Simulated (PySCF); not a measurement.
```xyz
22

C    -3.6126    0.3912    0.9646
C    -2.3568    0.8385    0.8996
C    -1.1629    0.0091    0.6035
C    -1.3270   -1.4337    0.1390
C    -0.6413   -1.2079   -0.9889
Cl   -0.1279   -2.2135   -2.2765
C    -0.3437    0.2487   -0.7258
C     0.8435    0.5626    0.1781
C     2.2459    0.8946   -0.1586
Si    3.1776   -0.5110   -1.0389
C     0.1527    0.3413    1.3098
H    -3.8540   -0.6634    0.8012
H    -4.4449    1.0655    1.1810
H    -2.1512    1.9017    1.0739
H    -1.7625   -2.3217    0.5982
H    -0.6778    0.9918   -1.4648
H     2.2856    1.7681   -0.8335
H     2.8059    1.1634    0.7517
H     3.0463   -1.7821   -0.2674
H     2.6412   -0.7051   -2.4172
H     4.6233   -0.1375   -1.1307
H     0.4202    0.3392    2.3695
```

Geometry: PBE0-D3(BJ)/def2-SVP.

These are results of PBE0/pcSseg-1, SCF density, gas phase, non-relativistic (PySCF), not measurements.

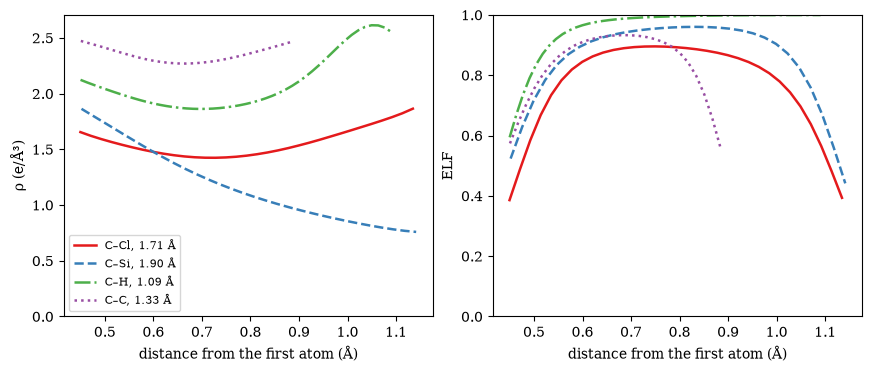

C9H11ClSi. Electron density and electron localisation function along straight lines between neighbouring atoms. The curves leave out the atomic cores.

Q: What kind of bonding do the profiles show?

A: C–Cl (1.71 Å): ρ at the midpoint is about 1.5 e/Å³; the ELF peaks at about 0.90 between the atoms: a covalent bond.
C–Si (1.90 Å): ρ at the midpoint is about 0.9 e/Å³; the ELF peaks at about 0.95 between the atoms (a covalent bond).
C–H (1.09 Å): ρ at the midpoint is about 2 e/Å³; the ELF climbs to about 1 towards the hydrogen, as it does in any bond to H: a covalent bond by its length.
C–C (1.33 Å): the density is about 2.3 e/Å³ at the midpoint; the ELF peaks at about 0.95 between the atoms (a short, multiple covalent bond).
